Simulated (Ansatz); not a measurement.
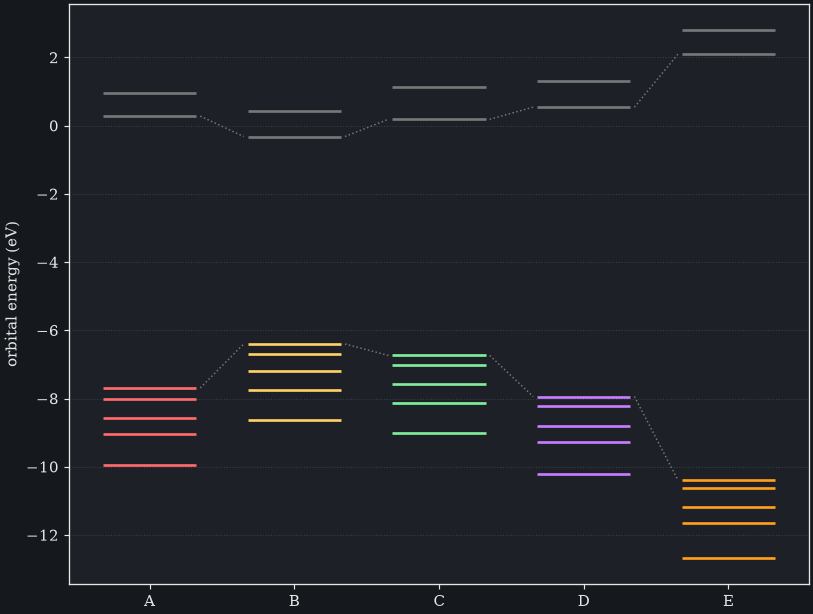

Frontier orbital energies of CH₇NO₂Si, SMILES N[C@H](O)O[SiH3] at one geometry, def2-TZVPP, the Ansatz code, at a PBE0-D4/def2-TZVP geometry (no frequency check). Empty levels are grey, levels within 0.1 eV stand side by side; all columns show the same few orbitals around the gap. Dotted lines join the HOMOs and the LUMOs.

**The columns come from B3LYP, PBE, PBE0, r2SCAN and ωB97M-V. Which is which?**

A: B3LYP (HOMO −7.69, LUMO 0.28, separation 7.97 eV)
B: PBE (HOMO −6.40, LUMO −0.32, separation 6.08 eV)
C: r2SCAN (HOMO −6.74, LUMO 0.19, separation 6.93 eV)
D: PBE0 (HOMO −7.94, LUMO 0.54, separation 8.49 eV)
E: ωB97M-V (HOMO −10.38, LUMO 2.09, separation 12.48 eV)

Limits of at least one run: empty levels above zero depend strongly on the basis; one conformer of a flexible molecule.
